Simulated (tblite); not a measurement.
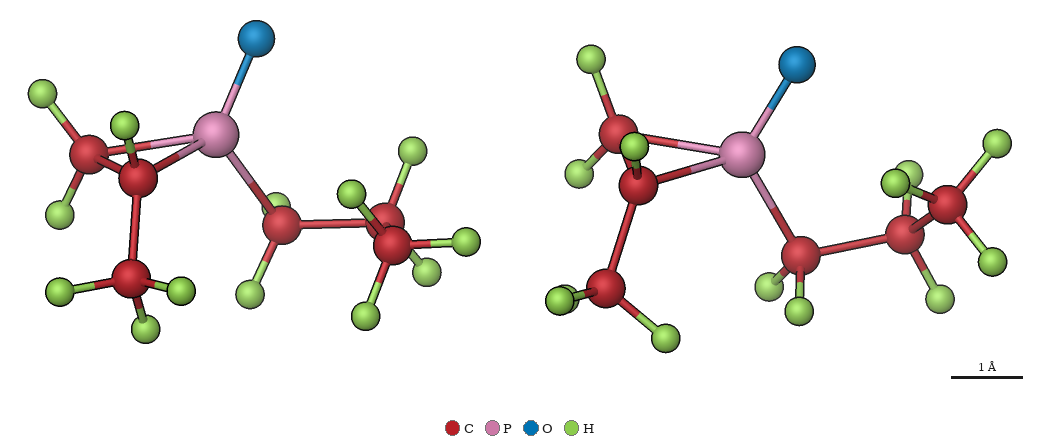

Two geometries of C₆H₁₃OP, drawn at one scale. One is the start of a relaxation, the other its converged end. The picture is a ball-and-stick view, seen at a tilt.

Level of theory: tblite, GFN2-xTB geometry optimisation, gas phase. 

**Which one is relaxed?**

The left one is the relaxed one. After 187 geometry steps the energy has fallen by 24.1 kcal/mol. An H atom moves most after the best rigid fit: 1.70 Å. Largest moves by element: H 1.70 Å, C 0.83 Å, O 0.80 Å, P 0.47 Å. Some distances before and after: C–P 1.771 → 1.836 Å, C–C 1.506 → 1.565 Å, C–H 1.137 → 1.082 Å, O–P 1.521 → 1.469 Å. Bond angles that change, for instance: P–C–C 117.0° → 126.8°, C–P–C 121.4° → 112.3°, P–C–H 115.5° → 106.7°. Groups turn about C–P by about 55°, C–C by about 50°, C–C by about 40°. Cost: 1.5 s on 1 thread of Arm Neoverse V1 (shared host).
